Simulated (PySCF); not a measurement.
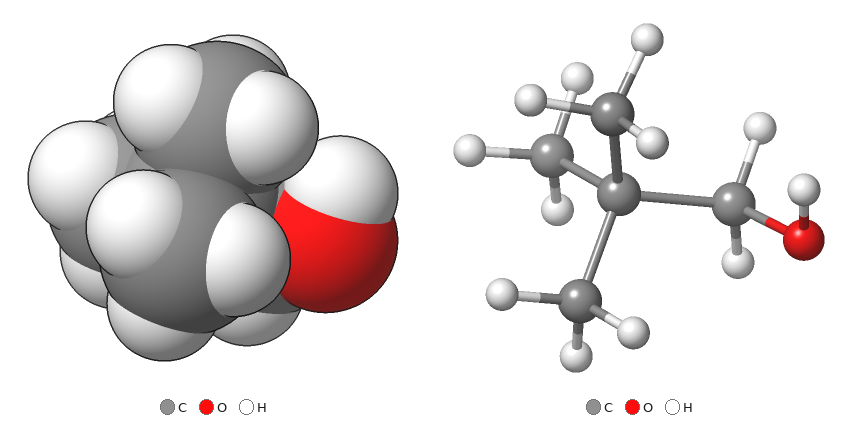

The same structure drawn twice, from different directions.

The geometry was computed by an optimisation with GFN2-xTB. No frequency run is at hand to confirm it as a minimum.

Give the formula.

Answer. C₅H₁₂O, 18 atoms: 5 carbon, 12 hydrogen and 1 oxygen.

Does it have rings?

Answer. It has no ring.

More results for the same structure follow; atom numbers are the same in all pictures, views and colours differ.

## Geometry

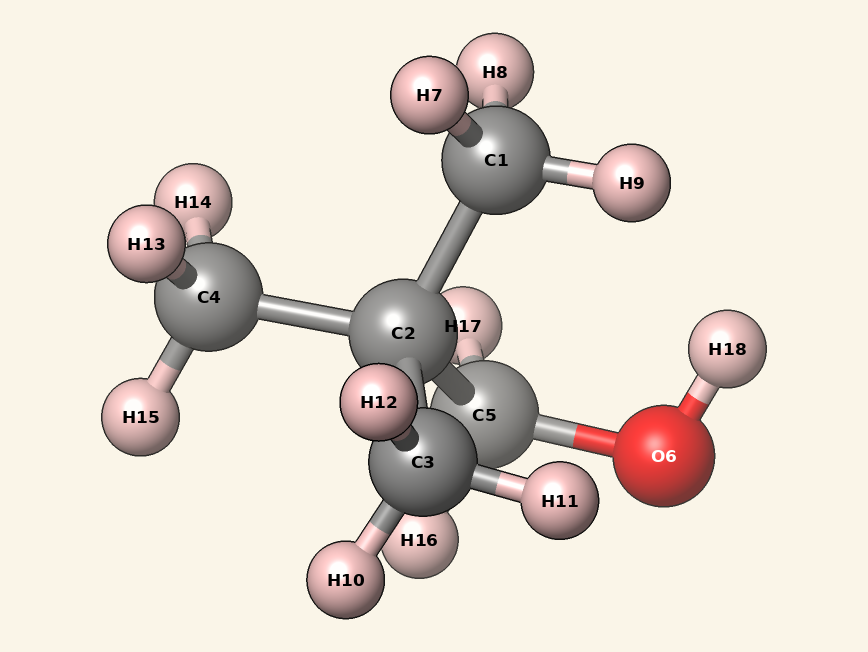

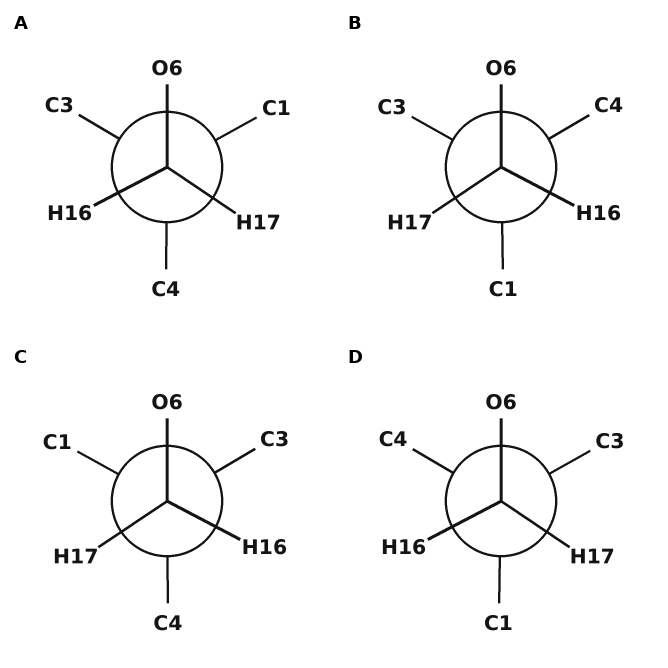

Atoms fade into the background with distance from the viewer. Bonds that would overlap in a projection are set slightly apart. No frequency run is at hand to confirm it as a minimum.

Which Newman projection shows the view along C5–C2, with C5 in front?

Answer. A. The torsion angle O6–C5–C2–C1 is 61°, synclinal (gauche).

## Electronic properties

No frequency run is at hand to confirm it as a minimum. Level of theory: PBE0/def2-SVPD, gas phase (PySCF 2.14.0). Excitations: vertical, linear response.

Predict the main results.

- dipole moment: 1.69 D
- HOMO energy (Kohn–Sham orbital): −7.76 eV
- LUMO energy (Kohn–Sham orbital): 0.47 eV
- HOMO–LUMO gap: 8.23 eV
- mean static polarisability: 67.1 bohr³
- lowest vertical singlet excitation: 6.92 eV
- its oscillator strength: 0.001
- brightest of the 6 lowest singlets: 8.67 eV
- its oscillator strength: 0.05

## NMR shielding

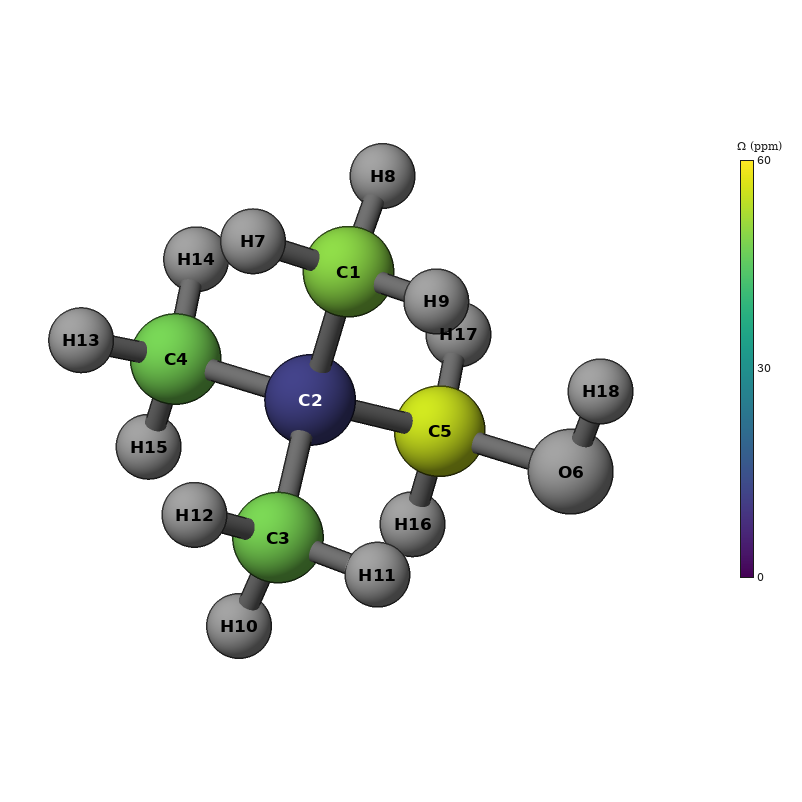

The C atoms are coloured by the span of their shielding tensor. No frequency run is at hand to confirm it as a minimum. Method: GIAO PBE0/pcSseg-1 NMR shielding, non-relativistic, gas phase (PySCF 2.14.0). Principal shieldings σ11 ≤ σ22 ≤ σ33, span Ω = σ33 − σ11, skew κ = 3(σiso − σ22)/Ω.

Which C atom has the most anisotropic shielding?

Answer. C5, with a span of 55 ppm.

Give the shielding tensors of the C atoms.

```
atom    σ11    σ22    σ33   σiso     Ω     κ
  C1  139.3  153.8  188.9  160.7  49.6  0.42
  C2  147.7  148.7  159.2  151.9  11.5  0.82
  C3  140.0  153.4  187.8  160.4  47.8  0.44
  C4  141.4  145.0  188.8  158.4  47.4  0.85
  C5   81.8  107.5  137.0  108.8  55.2  0.07
```

Shieldings and span in ppm.

## Quadrupole coupling

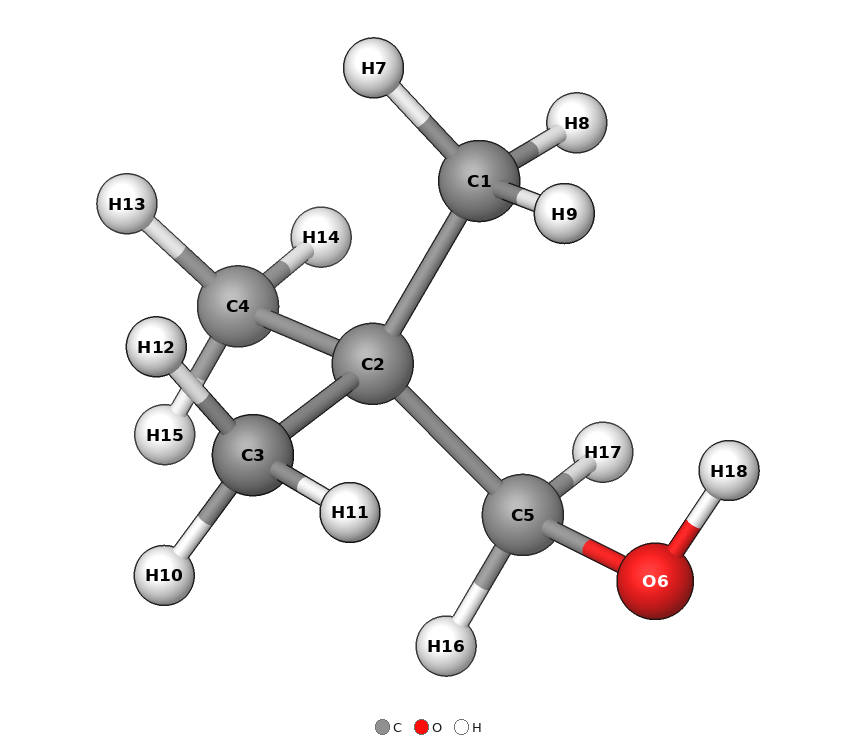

No frequency run is at hand to confirm it as a minimum. Electric field gradients from the ground-state density, PBE0/pcSseg-1 (PySCF 2.14.0), non-relativistic apart from any core potentials.

Give the largest field-gradient component, the quadrupole coupling constant and the asymmetry for 17O at O6 (Q = −25.6 mb).

```
atom  V_zz (a.u.)  e²qQ/h (MHz)     η
  O6       −1.932         11.62  0.91
```

## Charges

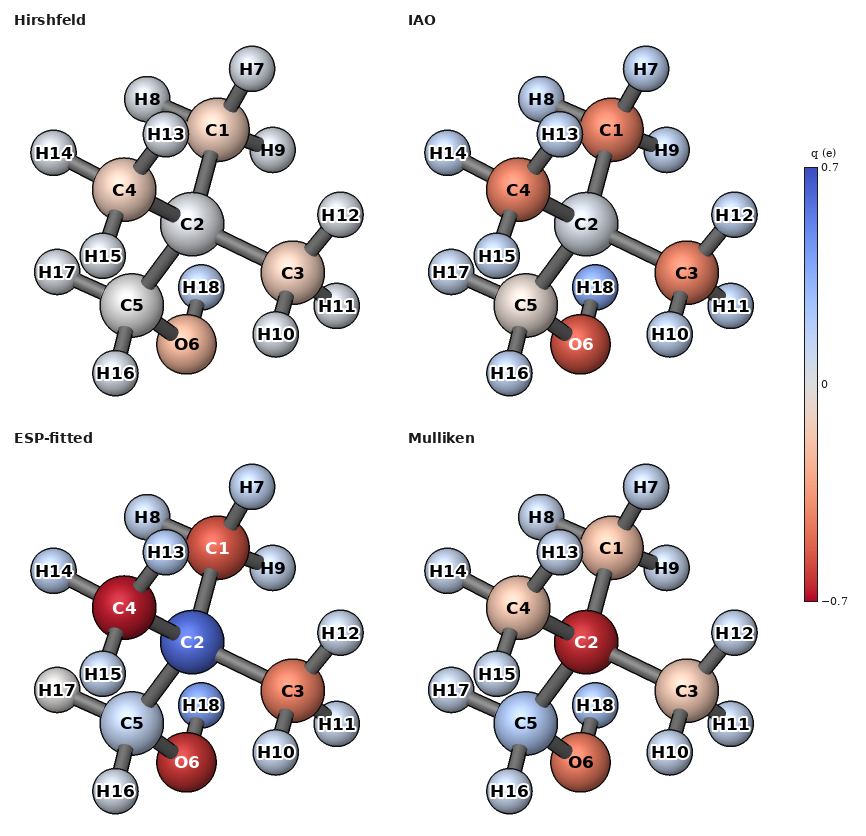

Atomic charges of one calculation by 4 schemes, on one colour scale. No frequency run is at hand to confirm it as a minimum. Computed with PBE0/pcSseg-1 (PySCF 2.14.0).

Which scheme gives the most polar picture (largest mean size of the charges)?

Answer. The ESP-fitted charges are the largest in size here, and the Hirshfeld charges the smallest.

On which atom do the schemes disagree most?

Answer. On C2 (from −0.65 to 0.60 e).

List the charges (e), one line for each set of equivalent atoms.

| atom | Hirshfeld | IAO | ESP-fitted | Mulliken |
| --- | --- | --- | --- | --- |
| C1 | −0.12 | −0.42 | −0.54 | −0.18 |
| C2 | 0.02 | 0.04 | 0.60 | −0.65 |
| C3 | −0.12 | −0.42 | −0.43 | −0.14 |
| C4 | −0.12 | −0.42 | −0.67 | −0.16 |
| C5 | 0.00 | −0.05 | 0.13 | 0.19 |
| O6 | −0.22 | −0.55 | −0.63 | −0.45 |
| H7 | 0.04 | 0.14 | 0.14 | 0.12 |
| H8 | 0.04 | 0.13 | 0.12 | 0.11 |
| H9 | 0.04 | 0.13 | 0.11 | 0.10 |
| H10 | 0.04 | 0.13 | 0.10 | 0.10 |
| H11 | 0.03 | 0.15 | 0.09 | 0.11 |
| H12 | 0.04 | 0.13 | 0.09 | 0.10 |
| H13 | 0.04 | 0.14 | 0.17 | 0.11 |
| H14 | 0.04 | 0.13 | 0.15 | 0.11 |
| H15 | 0.04 | 0.14 | 0.13 | 0.11 |
| H16 | 0.04 | 0.14 | 0.06 | 0.11 |
| H17 | 0.03 | 0.11 | −0.01 | 0.09 |
| H18 | 0.16 | 0.34 | 0.39 | 0.22 |

Mulliken values depend strongly on the basis set and can even reverse the polarity of a bond.
